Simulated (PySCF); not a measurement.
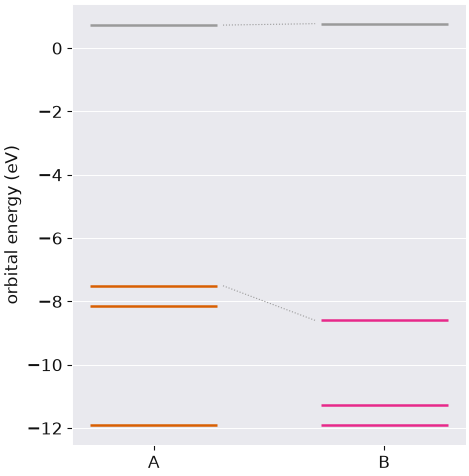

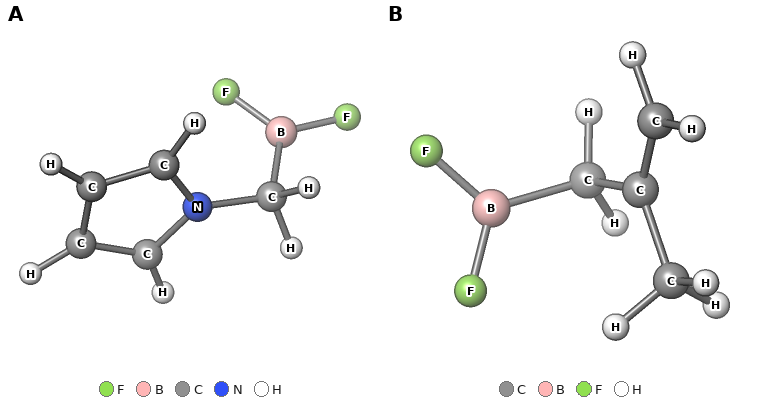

Related molecules: A is C₅H₆BF₂N, SMILES FB(F)Cn1cccc1; B is C₄H₇BF₂, SMILES C=C(C)CB(F)F. Frontier orbital energies, CAM-B3LYP/def2-SVPD, PySCF 2.14.0, at a PBE0-D3(BJ)/def2-SVP geometry (no frequency check); drawn are at most three filled levels and, in grey, the LUMO with any level within 0.03 eV of it; dotted lines join the HOMOs and the LUMOs.

### What does the change do to the frontier levels?

From A to B the HOMO falls by 1.09 eV and the LUMO hardly moves, so the separation goes from 8.23 to 9.37 eV.

### Does the ΔSCF ionisation energy follow the HOMO?

A: −ε(HOMO) 7.51, ΔSCF 8.27 eV; B: −ε(HOMO) 8.60, ΔSCF 9.44 eV.

Limits of at least one run: empty levels above zero depend strongly on the basis; one conformer of a flexible molecule.
